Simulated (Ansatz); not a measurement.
One crystal and one scan (energy against volume) at two levels, PBE (plane waves to 420 eV, PAW, scalar-relativistic; Ansatz, an electronic-structure program) and r2SCAN (plane waves to 500 eV, PAW, scalar-relativistic; Ansatz), each from its own relaxed cell and on its own mesh. The cell shown is that of PBE.

CsBr (CsCl type)

```
CELL_PARAMETERS angstrom
      4.38897     0.00000     0.00000
      0.00000     4.38897     0.00000
      0.00000     0.00000     4.38897
ATOMIC_POSITIONS crystal
  Cs 0.00000 0.00000 0.00000
  Br 0.50000 0.50000 0.50000
```

This relaxed cell (volume V₀) is scaled evenly in all directions, its shape held. Symmetry pins the atoms to their sites.

Energies are smeared free energies. CsBr was relaxed with its symmetry unable to fall. Percentages come from the unrounded values.

| quantity | PBE | r2SCAN | PBE − r2SCAN |
|---|---|---|---|
| Lattice constant a (Å) | 4.389 | 4.324 | +0.065 (+1.5 %) |
| Band gap of the relaxed cell, no spin-orbit coupling (eV) | 4.26 | 5.19 | -0.93 (-18 %) |
| Bulk modulus B₀ (third-order Birch-Murnaghan fit) (GPa) | 12.2 | 15.4 | -3.2 (-21 %) |
| Pressure derivative B₀′ (fit) | 5.1 | 5.2 | -0.1 (-2 %) |

PBE gives the higher value for: lattice constant a. PBE gives the lower value for: band gap of the relaxed cell, no spin-orbit coupling; bulk modulus B₀.

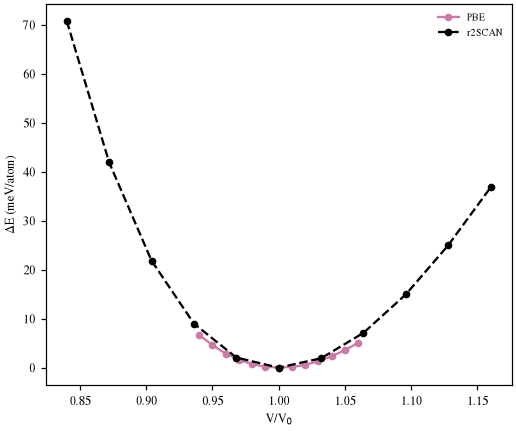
*ΔE, each from the relaxed starting cell of its own level.*

(Under strain, the slope of the energy per volume gives the stress and its curvature an elastic modulus.)
